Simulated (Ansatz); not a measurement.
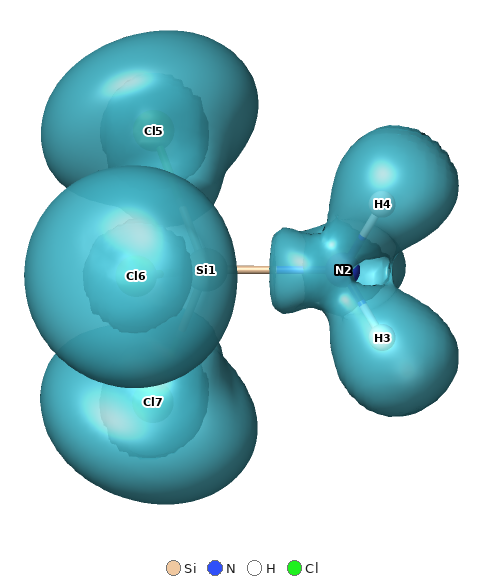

Figure. Cl3H2NSi. Isosurface of the ELF at 0.75 (cyan), seen across its widest extent. Only the valence region is drawn (cores and ρ < 0.01 e/Å³ removed).

Level of theory: Ansatz 0.2.0, RHF/cc-pVDZ.

Input file:

```
crystal:
  periodic: [false, false, false]
  atoms:
    - { symbol: Si, position_ang: [0.0, 0.0, 0.0] }
    - { symbol: "N", position_ang: [0.0, 0.0, 1.82] }
    - { symbol: H, position_ang: [-0.877, -0.2713, 2.35] }
    - { symbol: H, position_ang: [0.877, 0.2713, 2.35] }
    - { symbol: Cl, position_ang: [2.0086, 0.0, -0.7093] }
    - { symbol: Cl, position_ang: [-1.0032, 1.7381, -0.7093] }
    - { symbol: Cl, position_ang: [-1.0032, -1.7381, -0.7093] }
basis:
  gaussian: { orbitals: cc-pVDZ }
hamiltonian:
  xc: hf
relax:
  f_tol: 0.02
  max_steps: 40
output:
  orbitals: {}
```

Launched as:

```sh
ansatz run input.yaml --threads 1 --pin off --max-ram 2048MiB --backend cpu --events-out ev --progress --plain --runs-dir out
```

The fields are those of the run's last geometry, not of the input's.

### Where are the electrons localised?

The ELF exceeds this value in three regions on Cl in which the atom's valence shell and bonds are merged and one joined region spread over several atoms (H, N), in which their bonds and any lone pairs are merged.

Values along the shortest contacts:
Si–N (1.70 Å): the ELF peaks at about 0.90 between the atoms, as expected for a polar covalent bond. Si–Cl (2.06 Å): the ELF peaks at about 0.90 between the atoms: a shared but strongly polarised pair.
